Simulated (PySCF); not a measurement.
B(H)(OH)(OEt), C₂H₇BO₂, SMILES CCOBO, B3LYP/def2-SVP optimised geometry. Atoms within 1.6 Å of the plane z = 0.0 Å (x, y, z in Å): B1 (-0.69, 0.47, 0.00), H2 (-1.24, 1.55, 0.00), O3 (-1.38, -0.71, 0.00), H4 (-2.33, -0.58, 0.02), O5 (0.66, 0.47, 0.00), C6 (1.44, -0.72, 0.00), C7 (1.86, -1.10, -1.41), H8 (2.33, -0.52, 0.62), H9 (0.88, -1.55, 0.47), H11 (2.53, -1.98, -1.39).

Level of theory: B3LYP/def2-TZVP (PySCF). Cells within 0.4 Å of a nucleus heavier than hydrogen are left out (blank, or x).

Map of the deformation density (molecule minus spherical neutral atoms) (e/bohr³) on the plane z = 0.0 Å:

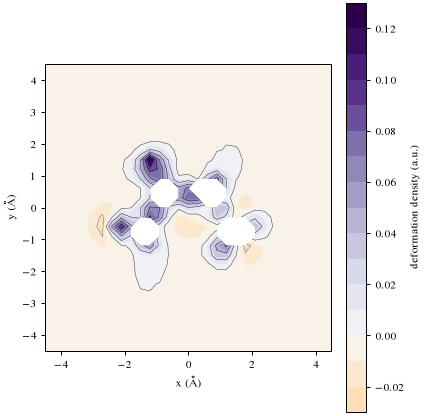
*Deformation density (molecule minus spherical neutral atoms) (e/bohr³) on the plane z = 0.0 Å.*
